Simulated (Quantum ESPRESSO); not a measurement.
Band structure of Mg15Si (P-6m2, 16 atoms in the cell).

```
CELL_PARAMETERS angstrom
      6.31760     0.00000     0.00000
     -3.15880     5.47120     0.00000
      0.00000     0.00000    10.23418
ATOMIC_POSITIONS crystal
  Mg 0.66667 0.33333 0.50000
  Mg 0.16506 0.33011 0.00000
  Mg 0.16506 0.83494 0.00000
  Mg 0.66989 0.83494 0.00000
  Mg 0.16719 0.33437 0.50000
  Mg 0.16719 0.83281 0.50000
  Mg 0.66563 0.83281 0.50000
  Mg 0.99610 0.49805 0.24459
  Mg 0.50195 0.00390 0.75541
  Mg 0.50195 0.49805 0.24459
  Mg 0.99610 0.49805 0.75541
  Mg 0.50195 0.00390 0.24459
  Mg 0.50195 0.49805 0.75541
  Mg 0.00000 0.00000 0.25055
  Mg 0.00000 0.00000 0.74945
  Si 0.66667 0.33333 0.00000
```

Method of the run: PBEsol, GBRV 1.5 ultrasoft (PBESOL) pseudopotentials (plane waves; Quantum ESPRESSO 7.5).

Settings: ecutwfc = 40 Ry; ecutrho = 200 Ry; occupations = smearing; smearing = marzari-vanderbilt; degauss = 0.0099958 Ry; potentials = {Mg: mg_pbesol_v1.4.uspp.F.UPF, Si: si_pbesol_v1.uspp.F.UPF}; K_POINTS = automatic 3 3 2 0 0 0; conv_thr = 1e-10 Ry; mixing_beta = 0.5.

The starting cell comes from a database of computed structures (which also holds hypothetical and non-ambient phases and stackings), without a prior relaxation at this level.

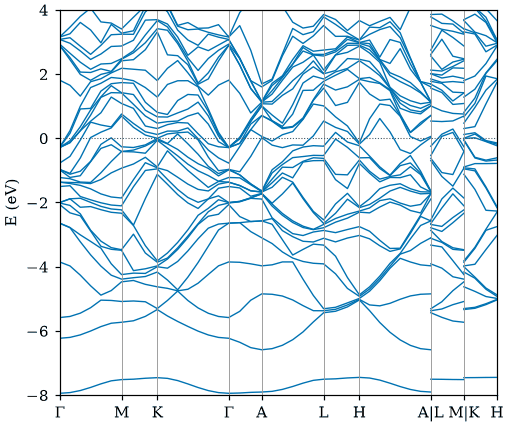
Fig. 1. Bands along the path, energies from the Fermi level.

Levels in eV from the Fermi level, bands 73 to 80:
| point | 73 | 74 | 75 | 76 | 77 | 78 | 79 | 80 |
|---|---|---|---|---|---|---|---|---|
| Γ | -1.37 | -1.22 | -0.98 | -0.97 | -0.97 | -0.77 | -0.29 | -0.29 |
| M | -0.93 | -0.41 | -0.41 | -0.27 | 0.69 | 0.75 | 1.08 | 1.41 |
| K | -0.90 | -0.06 | -0.05 | -0.01 | 0.00 | 0.12 | 0.30 | 0.47 |
| A | -1.67 | -1.66 | -1.65 | -1.65 | 0.02 | 0.06 | 0.71 | 0.71 |
| L | -0.69 | -0.63 | -0.54 | -0.25 | 0.54 | 1.01 | 1.56 | 1.68 |
| H | -0.78 | -0.68 | -0.61 | -0.23 | -0.18 | -0.15 | 1.74 | 1.83 |

Bands cross the Fermi level along this path, so the cell is metallic at this level.
